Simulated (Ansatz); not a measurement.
# Pressure series in hypothetical P4/nmm BeS

Take BeS (space group P4/nmm, No. 129; a = 3.452 Å, c = 5.621 Å; a hypothetical phase, not in the database extracts checked; layered, stacked along the Cartesian z axis) as the base.

Cell and atoms are relaxed at each pressure.

All numbers come from PBEsol (Ansatz, a program for electronic structure), no spin-orbit coupling.

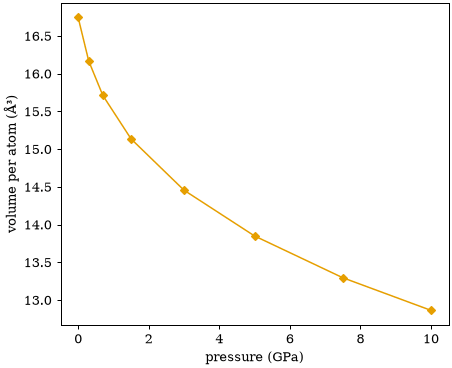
Figure: Volume per atom against pressure

Problem. From the plot, what is the volume per atom for pressure 10 GPa?

Solution. About 12.9 Å³.

Problem. Is the trend monotonic over the range shown?

Solution. Yes, it falls throughout, spanning 12.86 Å³ to 16.75 Å³.

Load acts through the strain it causes; cell and atoms are relaxed under it. No phonon test of stability was made. No other phases were tried under pressure. The base started in Pnma and relaxed to P4/nmm at this level. No dispersion term is included in the PBEsol runs.
